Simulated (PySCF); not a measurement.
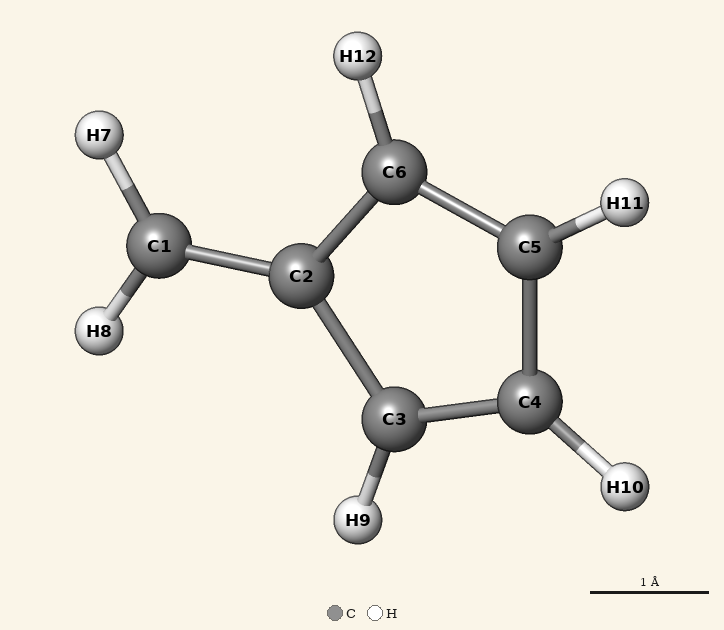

Atoms carry their numbers in the input. The computed structure is the end point of a PBE0-D3(BJ)/def2-SVP optimisation. No frequency run is at hand to confirm it as a minimum.

List the bonds and their lengths.

```
  bond  length (Å)   order
 C1–C2       1.345  double
 C1–H7       1.093  single
 C1–H8       1.093  single
 C2–C3       1.470  single
 C2–C6       1.470  single
 C3–C4       1.354  double
 C3–H9       1.090  single
 C4–C5       1.470  single
C4–H10       1.091  single
 C5–C6       1.354  double
C5–H11       1.091  single
C6–H12       1.090  single
```
